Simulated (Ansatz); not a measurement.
## Alloy series in SnO2

The reference is SnO2 in the rutile structure (space group P4_2/mnm, No. 136).

```xyz
6
Lattice="4.7599 0.0000 0.0000 0.0000 4.7599 0.0000 0.0000 0.0000 3.2008" Properties=species:S:1:pos:R:3 pbc="T T T"
Sn     0.0000     0.0000     0.0000
Sn     2.3800     2.3800     1.6004
O      1.4561     1.4561     0.0000
O      3.8361     0.9238     1.6004
O      0.9238     3.8361     1.6004
O      3.3038     3.3038     0.0000
```

The other end (x = 1) is SiO2 in the rutile structure (space group P4_2/mnm, No. 136): 7.79 Å³/atom, gap 6.51 eV.

Si replaces a fraction x of Sn; each row is one arrangement (x, atoms in the cell, starting space group or random), fully relaxed.

Calculations: Ansatz (a quantum-chemistry and plane-wave program), r2SCAN, PAW, cutoff 500 eV, without spin-orbit coupling.

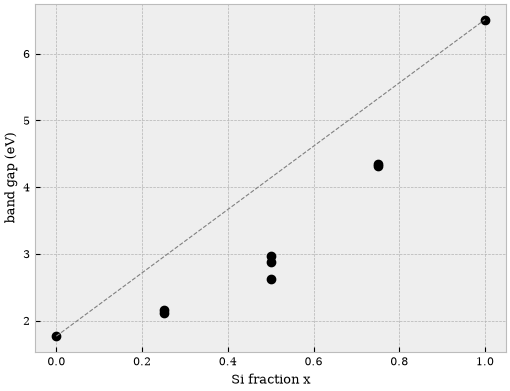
Band gap against Si fraction x; the dashed line joins the ends

| Si fraction x | band gap |
|---|---|
| x(Si) = 0.25, 12 atoms, C2/m | 2.15 eV |
| x(Si) = 0.25, 12 atoms, Cmmm | 2.11 eV |
| x(Si) = 0.5, 12 atoms, Pmn2_1 | 2.88 eV |
| x(Si) = 0.5, 12 atoms, Pmmm | 2.63 eV |
| x(Si) = 0.5, 12 atoms, P2_1/c | 2.98 eV |
| x(Si) = 0.75, 12 atoms, Cmmm | 4.35 eV |
| x(Si) = 0.75, 12 atoms, C2/m | 4.32 eV |

These are small ordered cells, not random alloys; other orderings at the same x differ. Gaps are Kohn–Sham eigenvalue differences; semilocal functionals usually give less than the measured gap. Stability against distortions was not tested.
